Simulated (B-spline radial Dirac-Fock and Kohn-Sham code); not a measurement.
Atomic Ag. Level of theory: Dirac partial waves in the static Dirac–Fock field with Furness–McCarthy exchange, no polarisation or absorption; calculated with a B-spline radial code.

A figure with this caption is to be made: «Differential cross section for elastic electron scattering and the Sherman function against angle at 2.00 keV, computed at the marked angles.» What will it show?

At 2.00 keV the cross section is 118 bohr²/sr at 0°, 0.033 at 90° and 0.13 at 180°, with a minimum near 105°; among the marked angles the Sherman function is largest in size at 120° (−0.077), though it can peak far more sharply between them at a deep minimum; the integral is 5.57 bohr².

The computed plot:

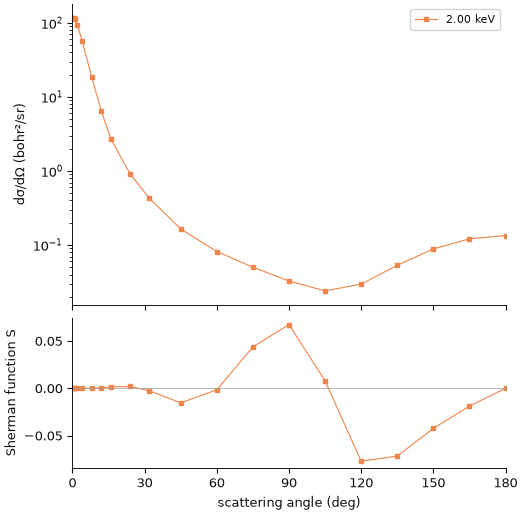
